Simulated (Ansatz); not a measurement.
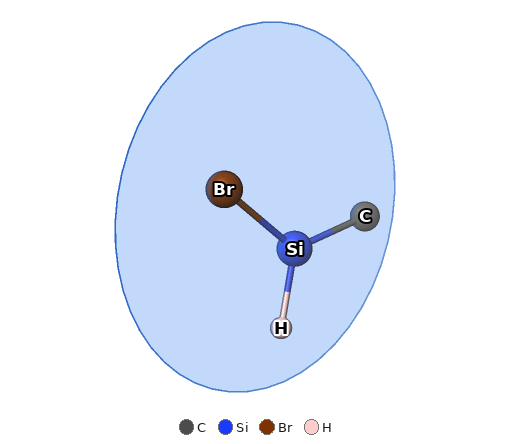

All proper rotation axes (lines) and mirror planes (discs) of the structure are drawn in. Distant atoms are faded towards the background colour. The geometry was computed by an optimisation with PBE-D4/def2-SVP. No frequency run is at hand to confirm it as a minimum.

### Name the symmetry elements and the point group.

It has 1 mirror plane. Point group Cs. The group has 2 operations. The geometry is achiral, and symmetry allows a dipole moment.
